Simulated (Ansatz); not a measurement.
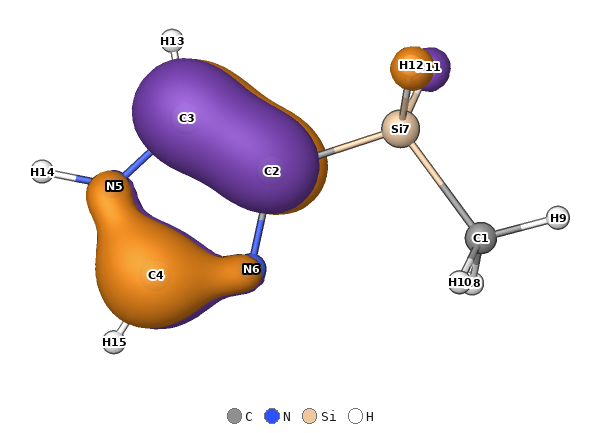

The picture shows: C₄H₈N₂Si (SMILES C[SiH2]c1c[nH]cn1). The HOMO at ±0.15 Å⁻³ᐟ² (orange and purple are the two phases), seen across its widest extent.

Geometry: PBE-D3(BJ)/def2-SVP.

Method: isolated molecule in a Gaussian basis; Kohn-Sham density functional theory, functional PBE0 in Ansatz 0.2.0.

```xyz
15

C     1.8378    0.1282    0.5409
C    -0.8925   -1.1722    0.0977
C    -2.2457   -1.5033    0.0658
C    -1.0517   -3.0306   -1.0110
N    -2.3286   -2.6839   -0.6408
N    -0.1676   -2.1471   -0.5851
Si   -0.0078    0.2953    0.8783
H     2.0181    0.0971   -0.5519
H     2.4130    0.9683    0.9780
H     2.2118   -0.8247    0.9650
H    -0.5456    1.5874    0.3110
H    -0.2834    0.3387    2.3624
H    -3.1343   -1.0110    0.4758
H    -3.1836   -3.2019   -0.8485
H    -0.8363   -3.9390   -1.5896
```

Where does this orbital lie, and at what energy?

Its weight (Hirshfeld) is mainly on C3 (about 30 %), C2 (about 25 %), C4 (about 20 %) and N5 (about 5 %). Its energy is −6.72 eV.
